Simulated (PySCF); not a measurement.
## A study: CHFSe, SMILES `FC=[Se]`

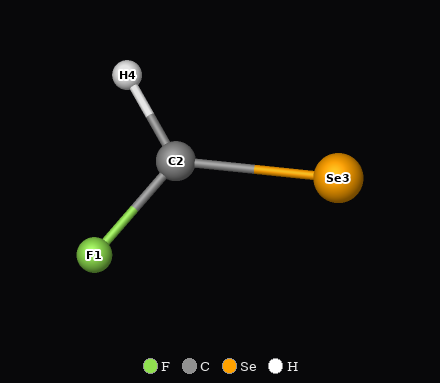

The molecule, with its atoms numbered as below. No frequency check shows the geometry to be a minimum.

Coordinates in Å:

```
F1       1.9590    0.3300    0.0000
C2       0.9270   -0.4985    0.0000
Se3     -0.7191    0.0457    0.0000
H4       1.2568   -1.5337    0.0000
```

## 1. In an electric field

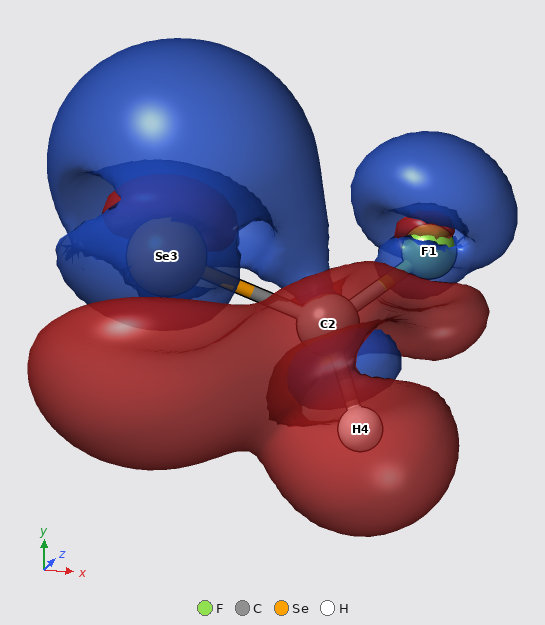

Change of the electron density in a uniform field of 0.10 V/Å, surfaces at ±0.0005 e/Å³ (red: gain, blue: loss).

Method: BP86/aug-cc-pVDZ; geometry: GFN2-xTB; program: PySCF.

The field was applied in both directions; the picture shows the one opposite to the script's first.

Along which Cartesian direction does the field point?

Answer. Along +y: electrons gather on the −y side, against the field.

How large is the response?

Answer. The induced dipole is 0.20 D (along the field); α along this axis, from the fields in both directions, is 40 bohr³ (5.9 Å³).

## 2. Localised orbitals

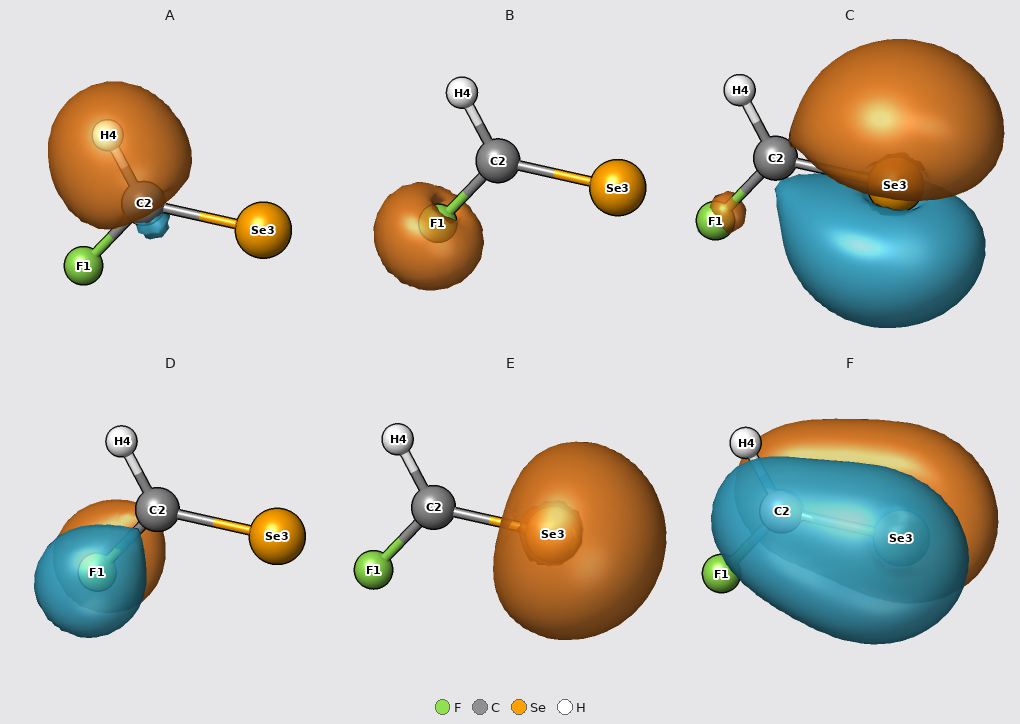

Pipek–Mezey orbitals, occupied; each surface holds about 85 % of the orbital's density. Energies are diagonal elements of the Fock matrix.

PySCF calculation, HF/def2-TZVP, gas phase; geometry: GFN2-xTB.

Identify each orbital.

Answer. By panel:
- A: σ bond C2–H4 (C2 58 %, H4 42 %; −21.5 eV)
- B: lone pair on F1 (sp0.4-type) (F1 100 %; −34.3 eV)
- C: lone pair on Se3 (p-type) (Se3 96 %; −9.8 eV)
- D: lone pair on F1 (p-type) (F1 95 %, C2 4 %; −19.4 eV)
- E: lone pair on Se3 (s-type) (Se3 100 %; −19.7 eV)
- F: π bond Se3–C2 (Se3 64 %, C2 35 %; −11.1 eV)

## 3. The π system

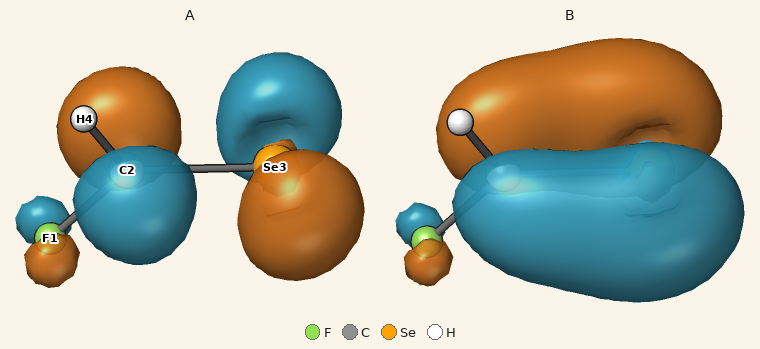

Natural orbitals of the π active space, CASSCF(2,2), singlet state, in random order.

Computed with PySCF, cc-pVTZ basis, geometry: GFN2-xTB.

Which orbitals are strongly, which singly and which weakly occupied?

Answer. Strongly: B (1.88). Weakly: A (0.12). Broadly, orbitals with more nodes between bonded atoms hold fewer electrons.

How multiconfigurational is the state?

Answer. The leading determinant weighs 0.94; the effective number of unpaired electrons, Σ n²(2−n)², is 0.10; the most occupied of the weakly occupied orbitals holds 0.12 e, as in an ordinary closed-shell π system. The active space lowers the energy by 0.74 eV against Hartree–Fock.

Where does the lowest triplet lie relative to the singlet, at this geometry and within this active space?

Answer. 3.10 eV above it by strongly contracted NEVPT2 (+2.74 eV by CASSCF); a small basis tends to put such gaps a few tenths of an eV too high. This is a vertical energy for π states alone; a state that uses lone pairs or σ orbitals may lie lower.
